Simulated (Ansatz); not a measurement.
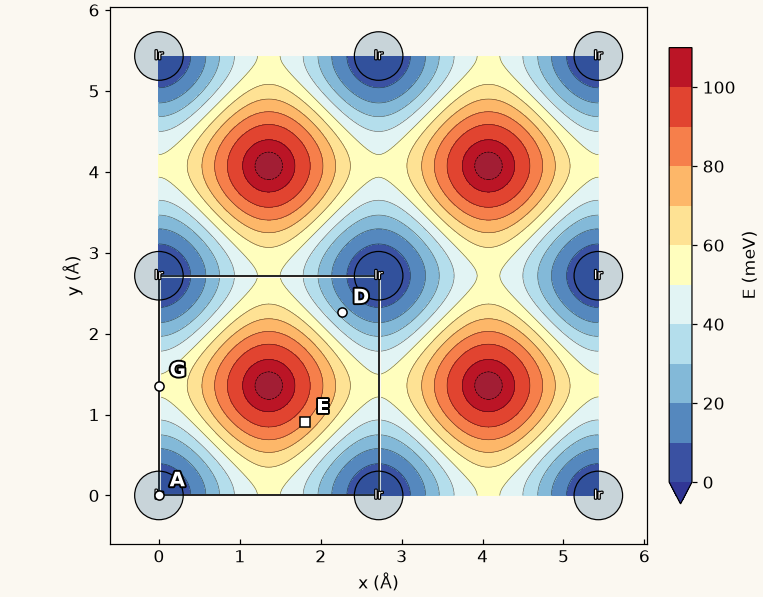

S on an Ir(100) slab cut from the Fm-3m phase, its upper half relaxed before the scan (12 atoms of substrate and one adsorbate in a 2 × 2 cell). S is moved over the surface cell at a fixed height above a rigid substrate; the origin of the map has the adsorbate above Ir9; the height is held at 3.30 Å. Places are given modulo a cell vector. The map is drawn in real space over the plane of the surface. The grid has 6 × 6 points; 10 points were computed and 26 follow by symmetry. Places are given in fractions of the 1 × 1 surface cell. Energies: meV, counted from the lowest grid point. The runs have no spin polarisation, so an open-shell adsorbate far from the surface lies too high. At a fixed height the lowest place need not be the adsorption site. Method: DFT PBE+D3(BJ), scalar-relativistic, plane waves, PAW (Ansatz). Settings: cutoff 420 eV, k-mesh 5×5×1, gaussian smearing 0.1 eV, no spin polarisation.

The picture shows filled contours, labelled circles for the atoms of the top layer and small ones for the second layer, the outline of one cell of the 2 × 2 shown, lettered points. Between grid points the surface is interpolated.

### Is D the lowest point of the computed grid?

No. D lies 26 meV above the lowest grid point, which is at the top site over a surface Ir atom, (0/6, 0/6) of the cell vectors.

### What kind of point is each of A, D, E, G: minimum, saddle, maximum or slope?

A: minimum; D: on a slope; E: on a slope; G: saddle point. (In these two coordinates alone; a stationary point may lie a little off the grid point.)

### Rank the lettered points by energy, lowest first.

A (0 meV), D (26 meV), G (51 meV), E (80 meV).

PAW datasets: the set soft_1.
